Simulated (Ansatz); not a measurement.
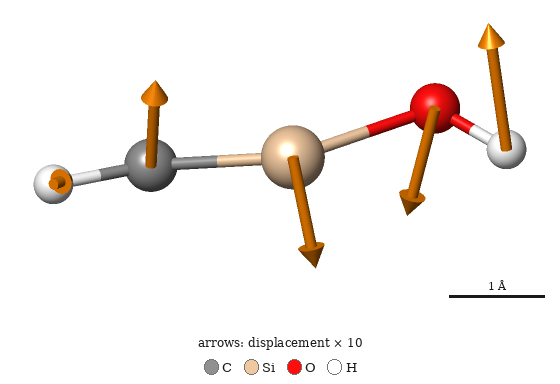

A relaxation of CH₂OSi. The starting structure is drawn; orange arrows show the displacements, magnified 10 times. The two geometries are superimposed by the best rigid fit.

Style: ball-and-stick. Shown from a free direction.

It is one of the separated reactants of a reaction.

Method: RKS PBE0-D4/def2-TZVP (Ansatz 0.2.0).

The input:
```yaml
crystal:
  periodic: [false, false, false]
  atoms:
    - {symbol: C, position_ang: [-1.012370, -0.574132, 0.621713]}
    - {symbol: Si, position_ang: [0.315040, -0.343984, -0.373456]}
    - {symbol: O, position_ang: [1.727158, -1.218228, -0.597801]}
    - {symbol: H, position_ang: [-2.009318, -0.112925, 0.711808]}
    - {symbol: H, position_ang: [2.490220, -0.684126, -0.884797]}
basis:
  gaussian: {orbitals: def2-TZVP}
hamiltonian: {xc: pbe0, dispersion: d4}
relax: {f_tol: 0.005, max_steps: 200}
```

Run as
```bash
ansatz run in.yaml --threads 2 --pin off --events-out ev --progress --plain --max-ram 4352MiB
```

Question: What happened in the run?

Answer: The largest move after the best rigid fit is that of H5, 0.14 Å. Largest moves by element: H 0.14 Å, O 0.13 Å, Si 0.13 Å, C 0.11 Å. Among the contacts that change: Si2–O3 1.676 → 1.636 Å, C1–Si2 1.675 → 1.652 Å, C1–H4 1.102 → 1.081 Å, O3–H5 0.975 → 0.959 Å. Bond angles that change, for instance: Si2–C1–H4 135.1° → 139.1°, Si2–O3–H5 114.4° → 116.8°. Groups turn about Si2–O3 by about 30°. The energy falls by 0.050 eV in 7 accepted moves (10 points after the start). Largest force component: 0.93 eV/Å at the start, 0.0018 eV/Å at the end. The line search rejected the trial steps at points 3, 6, 8 of the run. The run took 18 s on 2 threads of Arm Neoverse V1, on a shared host.
